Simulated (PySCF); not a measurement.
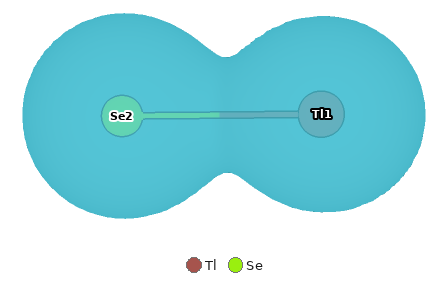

*TlSe (doublet). Isosurface of the electron density at 0.2 e/Å³ (cyan), seen from one side.*

Core potentials replace the inner electrons of Tl.

Computed with PBE0/def2-TZVPP, non-relativistic Hamiltonian with scalar-relativistic core potentials where named, at a bond length of 2.718 Å (PySCF 2.14.0).

Q: How is the density connected at this value?

A: At this value the surface is in one piece. It bridges the sampled Tl–Se (2.72 Å) contact, where the density stays above the isovalue. On the grid the lowest density along these lines, outside the cores, is 0.39 e/Å³ (Tl–Se, 2.72 Å).
